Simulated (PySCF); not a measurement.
Input file:

```
{"job": {"kind": "epr", "basis": "pcH-1"}, "charge": -1, "multiplicity": 2}
C     -1.320113    -0.658183     0.283028
C     -0.518778     0.576476    -0.052307
N     -1.205941     1.703914    -0.141710
C      0.861949     0.414426    -0.214377
F      1.574219     1.559985    -0.602681
C      1.683264    -0.713999    -0.237450
F      1.317063    -1.873274     0.451129
H     -1.158188    -1.437950    -0.462060
H     -1.030438    -1.060912     1.254245
H     -2.374770    -0.392134     0.307251
H     -0.586822     2.485317    -0.371613
H      2.759752    -0.604352    -0.239484
```

Command:

```sh
OMP_NUM_THREADS=1 python probes_run.py task.json out
```

Geometry: GFN2-xTB.

Theory: UKS B3LYP, pcH-1 on C F H N, non-relativistic, mean-field spin-orbit, GIAO (PySCF 2.14.0, density-fitted response routines).

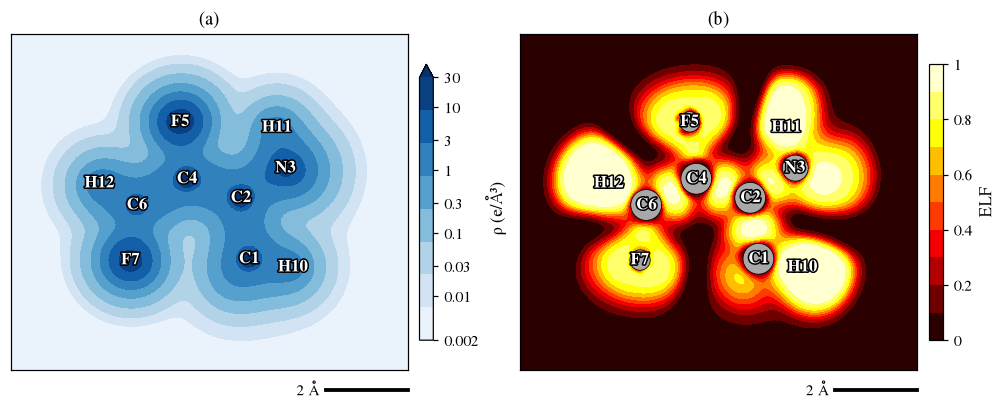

C4H5F2N (SMILES C[C]([NH-])/C(F)=C\F) (charge −1, doublet). (a) electron density; (b) electron localisation function on the plane of atoms C2, C4 and F5. Grey discs cover the atomic cores in the ELF map.

### Describe what can be read from this map.

The section cuts through C, N, F and H sites. C–N (1.32 Å): the density is about 2.5 e/Å³ at the midpoint; the ELF peaks at about 0.90 between the atoms (localised, covalent bonding). C–C (1.40 Å): ρ is about 2.1 e/Å³ halfway; the ELF peaks at about 0.95 between the atoms, as expected for localised, covalent bonding. C–F (1.40 Å): the density is about 1.9 e/Å³ at the midpoint, with its minimum of 1.5 e/Å³ about 0.5 Å from C; the ELF peaks at about 0.85 between the atoms; a polar covalent bond. N–H (1.02 Å): ρ at the midpoint is about 2.7 e/Å³; the ELF climbs to about 1 towards the hydrogen, as it does in any bond to H (an ordinary covalent bond to hydrogen). C–C (1.51 Å): the density is about 1.7 e/Å³ at the midpoint; the ELF peaks at about 0.95 between the atoms: a covalent bond. The ELF also peaks beside F7, N3 and F5, away from the bonds: non-bonding electrons, paired or unpaired.
